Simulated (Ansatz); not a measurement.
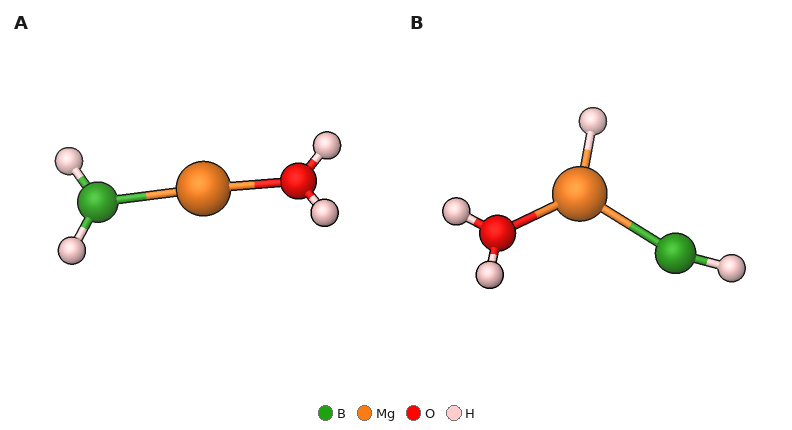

2 stationary structures of one formula. The species has charge +1 and is a spin singlet. Geometries: PBE-D4/def2-SVP. Electronic energies: PBE-D4/def2-SVP (Ansatz 0.2.0), without zero-point energy. No frequency run is at hand to confirm each as a minimum. Each is one conformer, not always the lowest.

> Rank them by energy, lowest first.

A is lowest; B lies 53.5 kcal/mol above it (Cs).
